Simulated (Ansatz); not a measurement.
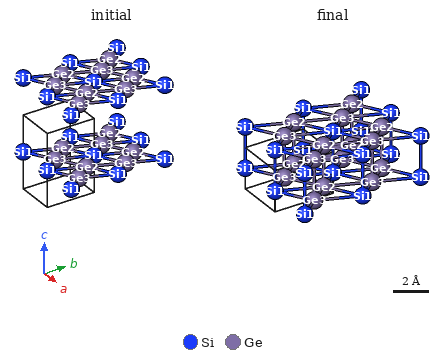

The structure of crystalline SiGe$_{2}$ (a generated structure, set up in P6/mmm) (coarse preliminary run) before (left) and after (right) a relaxation, at one scale.

The picture is a ball-and-stick view of the cell of the calculation, repeated 2 × 2 × 2 with one cell outlined, seen slightly off an axis.

All numbers below come from DFT PBE, scalar-relativistic, plane waves, PAW (Ansatz). Settings: plane-wave cutoff 420 eV; k-point mesh 6 × 6 × 4; occupations gaussian; smearing width 0.1 eV; no spin polarisation; cell and atoms relaxed; force threshold 0.04 eV/Å; at most 70 steps.

Describe what moved and what it gained.

Answer. After 18 accepted moves (22 points after the start) the energy has fallen by 3.103 eV per cell of the calculation. All forces vanish by symmetry, so only the cell relaxes. Pressure: 24.66 GPa at the start and 0.01 GPa at the end. The line search rejected the trial steps at points 14, 19 of the run. The SCF was repeated twice at an unchanged geometry on a basis and grid sized afresh for the cell, which shifted the energy by 52.5 meV per cell of the calculation at most. No atom moves by more than 0.005 Å relative to the cell. The drawn cell changes as follows: a = b 4.149 → 5.138 Å (+23.8 %), c 4.426 → 2.469 Å (−44.2 %); the volume changes by −14.4 %. Near-neighbour distances that change, for instance: Ge2–Ge2 4.426 → 2.469 Å, Si1–Si1 4.426 → 2.469 Å, Ge2–Ge3 2.396 → 2.967 Å, Si1–Ge2 2.396 → 2.967 Å. The space group stays P6/mmm (No. 191).
